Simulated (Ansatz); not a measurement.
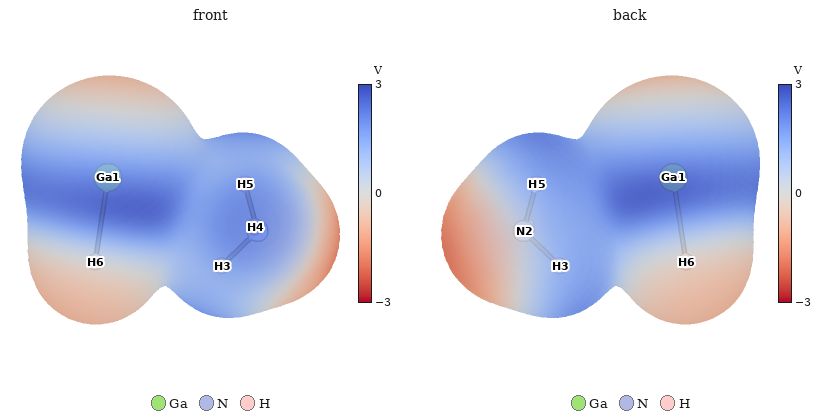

GaH···NH3. The molecular electrostatic potential painted on the density surface at 0.004 e/bohr³, seen from the front and from behind; the colour scale runs from red (negative) to blue (positive).

Not at a stationary point (largest force 0.8 eV/Å).

Level of theory: Ansatz, RKS r2SCAN-D4/def2-SVP.

Input file:

```
crystal:
  periodic: [false, false, false]
  atoms:
    - { symbol: Ga, position_ang: [0.0, 0.0, 0.0] }
    - { symbol: "N", position_ang: [1.3882, 0.0, 1.6155] }
    - { symbol: H, position_ang: [0.5112, -0.2713, 2.1455] }
    - { symbol: H, position_ang: [2.2651, 0.2713, 2.1455] }
    - { symbol: H, position_ang: [1.7585, 0.0, 0.2012] }
    - { symbol: H, position_ang: [-1.3596, 0.0, -0.785] }
basis:
  gaussian: { orbitals: def2-SVP }
hamiltonian:
  xc: r2scan
  dispersion: d4
relax:
  f_tol: 0.15
  max_steps: 25
  restrain:
    - { distance: [1, 4], at: 1.06, k: 30.0 }
    - { distance: [0, 1], at: 3.13, k: 30.0 }
    - { distance: [0, 4], at: 2.77, k: 30.0 }
output:
  orbitals: {}
```

Launched as:

```sh
ansatz run input.yaml --threads 1 --pin off --max-ram 2048MiB --backend cpu --events-out ev --progress --plain --runs-dir out
```

The fields are those of the run's last geometry, not of the input's.

Which sites attract a positive test charge, and which a negative one?

A positive charge is drawn to the negative regions and a negative charge to the positive ones. The most negative region (about −1.9 V) lies over N2, the most positive (about +2.7 V) over Ga1. N2 is the likeliest acceptor of a hydrogen bond.
